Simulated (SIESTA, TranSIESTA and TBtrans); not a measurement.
Junction: Rh chain bridged by a linear C2 unit along the axis. Leads: straight Rh chain, spacing 2.3 Å. Geometry: as built, not relaxed.

Computed with TranSIESTA and TBtrans, PBE, DZP numerical orbitals (energy shift 0.15 eV), PseudoDojo norm-conserving scalar-relativistic potentials, mesh cutoff 200 Ry, 300 K, spin-polarised (collinear), no spin-orbit coupling; self-consistent non-equilibrium Green functions.

Energies count from the leads' Fermi level. Transmissions are for each spin. The energy step is 0.01 eV; narrower resonances are cut or missed.

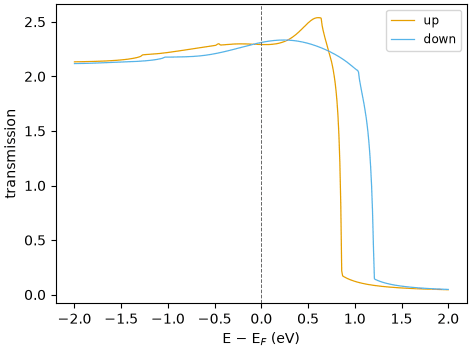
Transmission against energy

| E (eV) | T up | T down | lead channels up | down |
|---|---|---|---|---|
| -2.00 | 2.13 | 2.12 | 3 | 3 |
| -1.80 | 2.14 | 2.12 | 3 | 3 |
| -1.60 | 2.14 | 2.13 | 3 | 3 |
| -1.40 | 2.16 | 2.13 | band edge | 3 |
| -1.20 | 2.20 | 2.15 | 6 | 3 |
| -1.00 | 2.22 | 2.18 | 6 | 4 |
| -0.80 | 2.24 | 2.18 | 6 | band edge |
| -0.60 | 2.27 | 2.19 | 6 | 6 |
| -0.40 | 2.29 | 2.23 | 4 | 6 |
| -0.20 | 2.30 | 2.27 | 4 | 6 |
| 0.00 | 2.29 | 2.31 | 4 | 6 |
| 0.20 | 2.31 | 2.33 | 4 | 4 |
| 0.40 | 2.41 | 2.32 | 4 | 4 |
| 0.60 | 2.54 | 2.28 | 4 | 4 |
| 0.80 | 1.86 | 2.20 | 3 | 4 |
| 1.00 | 0.12 | 2.07 | 1 | 4 |
| 1.20 | 0.085 | 0.43 | 1 | band edge |
| 1.40 | 0.067 | 0.092 | 1 | 1 |
| 1.60 | 0.057 | 0.068 | 1 | 1 |
| 1.80 | 0.050 | 0.055 | 1 | 1 |
| 2.00 | 0.045 | 0.048 | 1 | 1 |

The magnetic order of the leads was set by the start, and no other order was tried; the separate lead runs end at 0.62 (left) and 0.62 (right) μB an atom. The straight chain is held at its spacing; free chains may zigzag or dimerise.
